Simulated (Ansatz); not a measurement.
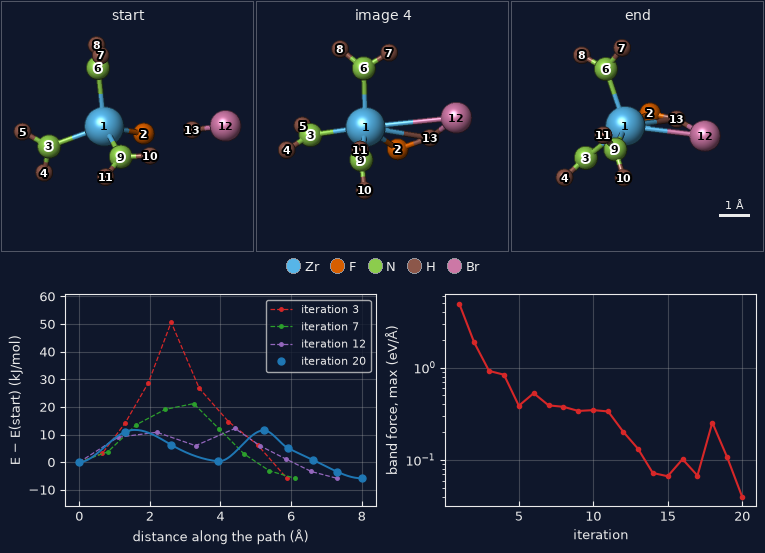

NEB run on ZrN3H7BrF. Images are numbered from 0 (start) to 8 (end). The plot follows the band through its iterations. A ball-and-stick model, seen at a tilt.

All numbers below come from RKS PBE/def2-SVP in Ansatz 0.2.0. Settings: 7 movable images; climbing image; force threshold 0.05 eV/Å; iteration limit 60; starting path through a guess of the saddle point.

How did the profile develop, and is the result final?

Answer. The run is converged, with reservations. The band converged in 20 iterations. The largest component of the band force went from 4.9 to 0.04 eV/Å. The climbing image converged on the top of the path. Its vibrational analysis gives one imaginary mode (134i cm⁻¹), as a transition state must have. The first iteration put the highest image at 255.5 kJ/mol. The energy climbs by 11.5 kJ/mol to image 4 and then falls by 17.3 kJ/mol, so the end point sits at −5.8 kJ/mol. The profile has 2 maxima (images 1, 4) with a dip at image 3 (+0.3 kJ/mol), so the process runs in steps.

Cost: 4.9 min on 4 threads of Arm Neoverse V2 (shared host), peak memory 0.25 GiB.
